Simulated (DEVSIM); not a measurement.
Structure: Si p+/n-/n+ power diode, at 300 K.

| layer (left to right) | material | thickness (μm) | Nd (cm⁻³) | Na (cm⁻³) | τn (s) | τp (s) |
|---|---|---|---|---|---|---|
| 1 | Si | 1.80 | - | 6.8e18 | 5.8e-6 | 5.8e-6 |
| 2 | Si | 56.0 | 5e15 | - | 5.8e-6 | 5.8e-6 |
| 3 | Si | 5.40 | 3.6e16 | - | 5.8e-6 | 5.8e-6 |

Left contact: ohmic. Right contact: ohmic. Voltage is applied to the left contact. Recombination: SRH at mid-gap. Mobility is μmin + (μ − μmin)/(1 + (N/Nref)^α).

Constants are typed, rounded textbook-type inputs, not results; the design itself was drawn at random and stands for no fabricated device. Values at 300 K.

```tsv
parameter	Si
gap (eV)	1.124
affinity (eV)	4.05
permittivity	11.7
Nc (cm⁻³)	2.86e19
Nv (cm⁻³)	3.1e19
μn (cm²/Vs)	1417
μp (cm²/Vs)	470
μn,min	52
μp,min	45
Nref,n	9.7e16
Nref,p	2.2e17
αn	0.68
αp	0.72
```

Model (solved in DEVSIM): 1D drift-diffusion, Boltzmann statistics, complete ionisation; no tunnelling, impact ionisation, image-force lowering or self-heating.

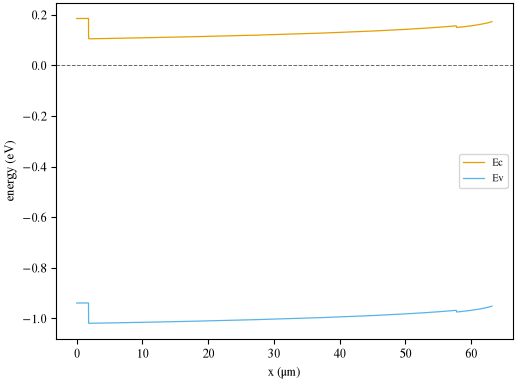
Fig. 1. Band edges at 0.9 V on the left contact

Energies count from the Fermi level of the right contact; mesh points crowd at the junctions.

```tsv
x (μm)	Ec (eV)	Ev (eV)	n (cm⁻³)	p (cm⁻³)	field (V/cm)
0.000	0.185	-0.939	< 1e2	6.8e18	≈ 0
0.06684	0.185	-0.939	5.1e14	6.8e18	≈ 0
0.3284	0.185	-0.939	2.5e15	6.8e18	≈ 0
1.152	0.185	-0.939	8.7e15	6.8e18	≈ 0
1.707	0.185	-0.939	1.3e16	6.8e18	≈ 0
1.794	0.184	-0.940	1.4e16	6.6e18	-5400
1.848	0.105	-1.019	3.1e17	3.0e17	≈ 0
2.211	0.105	-1.019	3.1e17	3.0e17	≈ 0
3.516	0.105	-1.018	3.0e17	2.9e17	≈ 0
8.460	0.108	-1.016	2.8e17	2.7e17	≈ 0
27.45	0.119	-1.005	1.9e17	1.9e17	≈ 0
52.77	0.146	-0.978	8.2e16	7.7e16	17
56.51	0.153	-0.971	6.5e16	6.0e16	21
57.48	0.155	-0.969	6.1e16	5.6e16	23
57.77	0.156	-0.968	6.0e16	5.4e16	-210
57.81	0.150	-0.974	7.5e16	4.3e16	-780
57.92	0.150	-0.974	7.7e16	4.1e16	27
58.37	0.151	-0.973	7.4e16	3.8e16	28
61.09	0.160	-0.964	5.5e16	1.9e16	43
62.66	0.169	-0.955	4.1e16	5.4e15	67
63.08	0.172	-0.952	3.7e16	1.3e15	82
63.20	0.173	-0.951	3.6e16	3200	87
```
